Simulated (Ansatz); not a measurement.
F3H3SiSn (SMILES F[Si](F)(F)[SnH3])

```xyz
8

F    -1.2467    3.1716   -1.3410
F    -0.5947    2.6769    1.1082
F    -2.9850    3.4752    0.5445
Si   -1.7845    2.5330    0.0345
Sn   -2.5233    0.1151   -0.2578
H    -3.0872   -0.4720    1.2428
H    -3.7735    0.0595   -1.4190
H    -1.1875   -0.8072   -0.7863
```

Geometry: PBE0-D3(BJ)/def2-SVP; core potentials replace the inner electrons of Sn.

Theory: Ansatz, isolated molecule in a Gaussian basis; Kohn-Sham density functional theory, functional PBE0.

**What will maps of the electron density and electron localisation function show?**

Si–F (1.61 Å): ρ at the midpoint is about 1.2 e/Å³; the ELF peaks at about 0.85 in the valence shell of F, 0.6 Å from its nucleus, and is about 0.55 at the midpoint.
Si–Sn (2.55 Å): ρ at the midpoint is about 0.55 e/Å³; the ELF peaks at about 1 between the atoms (a shared electron pair).
Sn–H (1.71 Å): ρ is about 1.2 e/Å³ halfway; the ELF climbs to about 1 towards the hydrogen.

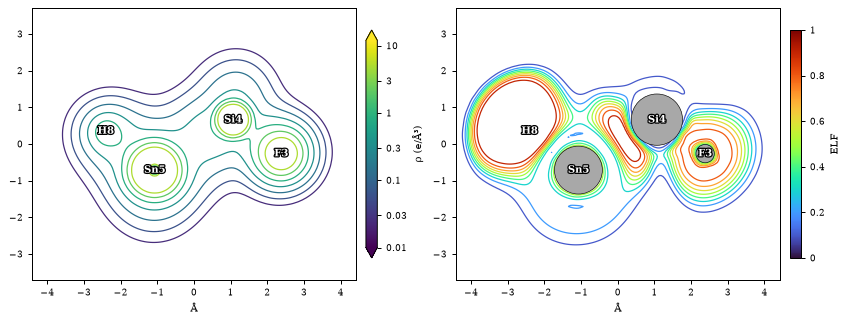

Computed electron density and electron localisation function on the plane of atoms Si4, Sn5 and H8, in this order. Grey discs cover the atomic cores in the ELF map. 
